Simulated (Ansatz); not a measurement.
**BFH4Si···HCl: density, localisation and related maps**

The calculation's input:

```
crystal:
  periodic: [false, false, false]
  atoms:
    - { symbol: B, position_ang: [0.076748, 0.443237, -0.280668] }
    - { symbol: Cl, position_ang: [-0.328188, -0.47295, 2.615599] }
    - { symbol: F, position_ang: [1.207791, -0.158567, -0.604942] }
    - { symbol: H, position_ang: [-0.936318, -0.142958, -0.54299] }
    - { symbol: Si, position_ang: [0.115591, 2.299467, 0.427842] }
    - { symbol: H, position_ang: [0.910627, 2.402538, 1.6832] }
    - { symbol: H, position_ang: [0.77938, 3.205164, -0.542118] }
    - { symbol: H, position_ang: [-1.23813, 2.83833, 0.715329] }
    - { symbol: H, position_ang: [0.055, 0.792539, 2.635448] }
basis:
  gaussian: { orbitals: def2-SVP }
hamiltonian:
  xc: hf
relax:
  f_tol: 0.03
  max_steps: 50
output:
  orbitals: {}
```

Run with:

```sh
ansatz run input.yaml --threads 1 --pin off --max-ram 2048MiB --backend cpu --events-out ev --progress --plain --runs-dir out
```

The fields are those of the run's last geometry, not of the input's.

Level of theory: RHF/def2-SVP in Ansatz.

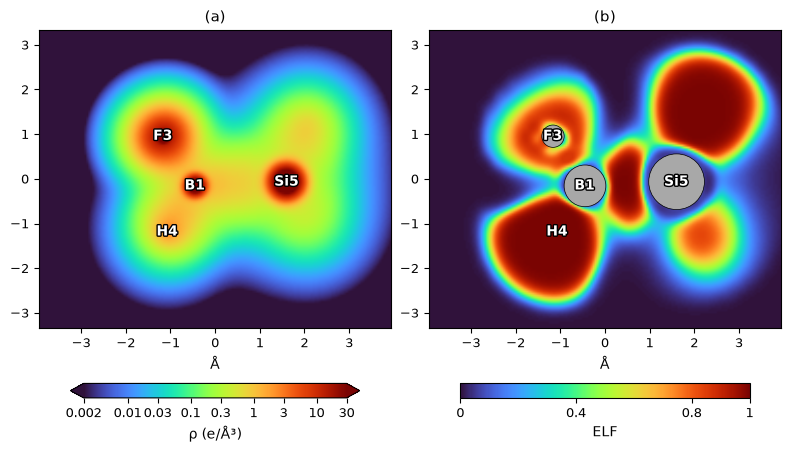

Figure 1. (a) total electron density; (b) electron localisation function on the plane of atoms H4, B1 and Si5. Grey discs cover the atomic cores in the ELF map.

> Describe what can be read from this map.

- The section cuts through B, F, H and Si sites.
- B–F (1.32 Å): ρ is about 2.2 e/Å³ halfway; the ELF peaks at about 0.85 between the atoms, as expected for a shared but strongly polarised pair.
- Si–B (2.05 Å): ρ at the midpoint is about 0.84 e/Å³; the ELF peaks at about 1 between the atoms: a covalent bond.
- B–H (1.20 Å): the density is about 1.2 e/Å³ at the midpoint; the ELF climbs to about 1 towards the hydrogen, as it does in any bond to H; an ordinary covalent bond to hydrogen.
- The ELF also peaks beside F3, away from the bonds: lone-pair regions.

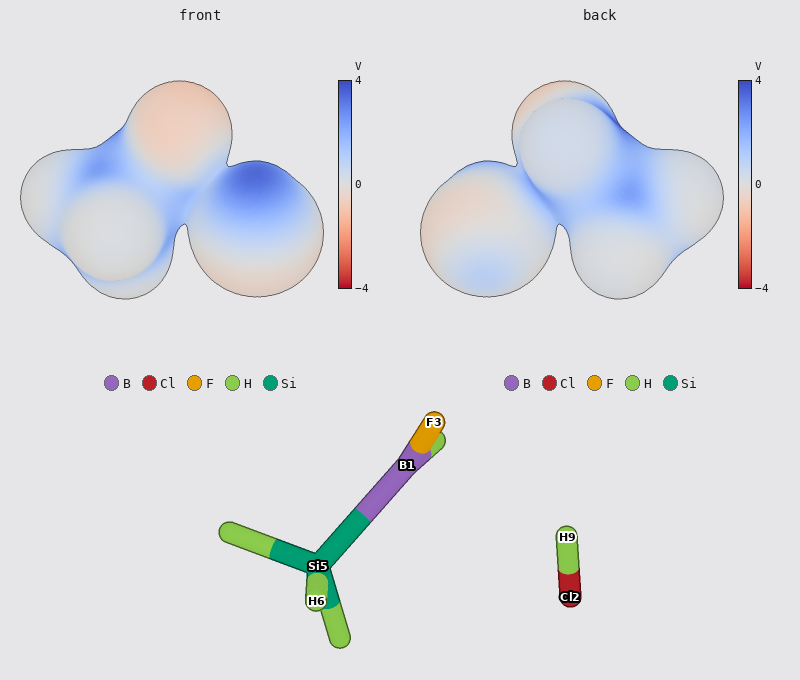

Figure 2. The electrostatic potential painted on the density surface at 0.004 e/bohr³, seen from the front and from behind; red is negative and blue positive. The bare structure is drawn below in the same view.

> Which sites attract a positive test charge, and which a negative one?

A positive charge is drawn to the negative regions and a negative charge to the positive ones. The most negative region (about −0.8 V) lies over F3, the most positive (about +3.3 V) over B1 and H9. Cl2 shows a σ-hole: about +0.9 V at the tip opposite its bond, against about +0.2 V on its flanks.

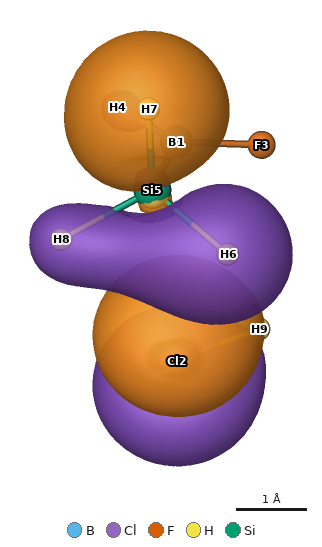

Figure 3. The HOMO−1 at ±0.08 Å⁻³ᐟ² (orange and purple are the two phases), seen at an oblique angle.

> Describe this orbital and give its energy.

Its weight (Hirshfeld) is mainly on Cl2 (about 45 %), Si5 (about 20 %), H7 (about 15 %) and H6 (about 10 %). Its energy is −12.91 eV.
